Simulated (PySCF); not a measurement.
Coordinates of C₇H₂F₄, SMILES C#C/C=C(/F)C#CC(F)(F)F (Å):

```xyz
13

C      2.8880     0.1245    -0.5113
C      2.2104    -0.6163     0.1499
C      1.4539    -1.5019     0.9301
C      0.1257    -1.3854     1.0808
F     -0.5477    -2.2674     1.8430
C     -0.6643    -0.3807     0.4893
C     -1.3719     0.4622     0.0010
C     -2.1799     1.5040    -0.6129
F     -3.1196     1.0016    -1.4276
F     -1.4334     2.3407    -1.3509
F     -2.8177     2.2529     0.2992
H      3.4739     0.7745    -1.0900
H      1.9781    -2.3082     1.4246
```

Vertical TDDFT excitations, PBE0/def2-SVPD in PySCF, at a GFN2-xTB geometry (no frequency check), gas phase.

Where does it absorb, and how strongly?

The lowest singlet lies at 4.61 eV (269 nm, f = 0.368); the brightest of the first 6 is S1 at 4.61 eV (269 nm), f = 0.368, mainly HOMO → LUMO (94 %). No singlet lies below 3.1 eV (beyond 400 nm), so at this level no vertical transition falls in the visible.


| state | E (eV) | λ (nm) | f | main character |
| --- | --- | --- | --- | --- |
| S1 | 4.61 | 269 | 0.368 | HOMO → LUMO (94 %) |
| S2 | 4.72 | 263 | 0.000 | HOMO−1 → LUMO (96 %) |
| S3 | 4.97 | 250 | 0.000 | HOMO → LUMO+1 (94 %) |
| S4 | 5.43 | 228 | 0.000 | HOMO−2 → LUMO (97 %) |
| S5 | 6.02 | 206 | 0.027 | HOMO−3 → LUMO (78 %) |
| S6 | 6.23 | 199 | 0.000 | HOMO → LUMO+2 (79 %) |

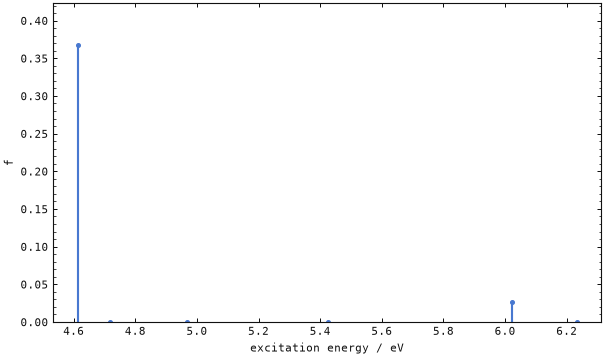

Only the first 6 singlet excitations are included.

Note: the tight-binding geometry is rougher than a DFT one and adds to the error; core orbitals are frozen in the response.
